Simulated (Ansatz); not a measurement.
```json
{"atom": "Cl", "x (Å)": "0.4563", "y (Å)": "0.6220", "z (Å)": "1.8583"}
{"atom": "Si", "x (Å)": "0.0136", "y (Å)": "-0.1407", "z (Å)": "0.0275"}
{"atom": "Br", "x (Å)": "1.5540", "y (Å)": "0.4647", "z (Å)": "-1.4175"}
{"atom": "Br", "x (Å)": "-1.9545", "y (Å)": "0.5892", "z (Å)": "-0.6211"}
{"atom": "H", "x (Å)": "-0.0194", "y (Å)": "-1.6088", "z (Å)": "0.1116"}
```

Geometry: PBE0-D4/def2-TZVP.

Level of theory: RKS PBE0-D4/def2-TZVPP (Ansatz 0.2.0).

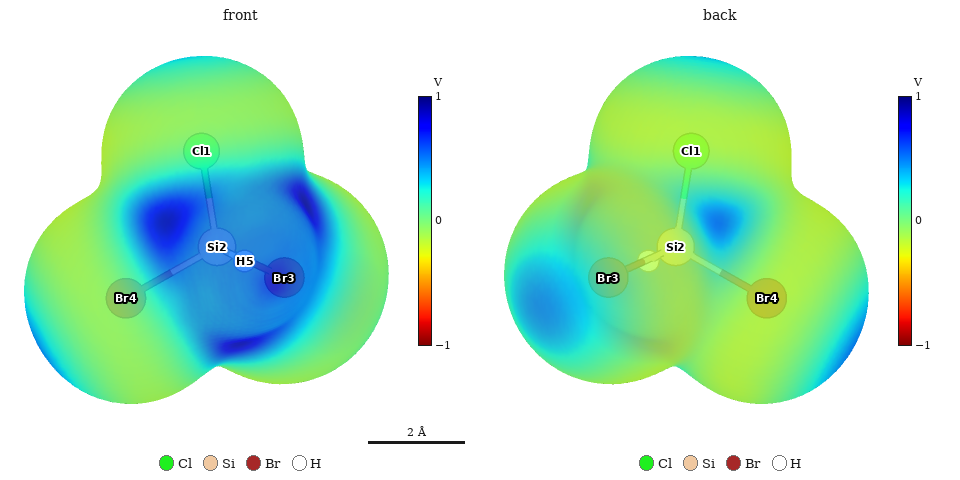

Br2ClHSi (SMILES Cl[SiH](Br)Br). The molecular electrostatic potential painted on the density surface at 0.001 e/bohr³, seen from the front and from behind; red is negative and blue positive.

> Which sites attract a positive test charge, and which a negative one?

A positive charge is drawn to the negative regions and a negative charge to the positive ones. The most negative region (about −0.2 V) lies over Cl1, Br3 and Br4, the most positive (about +0.8 V, or +18 kcal/mol for a unit charge) over Si2. Cl1 shows a σ-hole: about +0.3 V, or +7 kcal/mol for a unit charge at the tip opposite its bond, against about −0.1 V on its flanks. Br3 shows a σ-hole: about +0.5 V, or +12 kcal/mol for a unit charge at the tip opposite its bond, against about −0.1 V on its flanks. Br4 shows a σ-hole: about +0.5 V, or +12 kcal/mol for a unit charge at the tip opposite its bond, against about −0.1 V on its flanks.
